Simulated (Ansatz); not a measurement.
The starting structures come from a database of crystals and need not be the phases stable at ambient conditions.

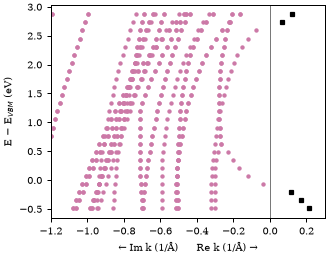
*Complex bands at the centre of the two-dimensional zone; Ansatz (a program for electronic structure) with r2SCAN*

The gap is the functional's own, uncorrected, and κ follows it; spin-orbit coupling is left out. Mid-gap values are interpolated between the computed energies.

Q: This is Sr2H3I (P-3m1, not sure to be the ambient phase, 6 atoms a cell, 19.1 Å³ an atom) along the normal of (111). Read off the slowest decay at the centre of the two-dimensional zone at 1.33 eV, the computed energy nearest the middle of the gap.

A: κ ≈ 0.26 1/Å, a decay length 1/(2κ) of the density of 1.9 Å.
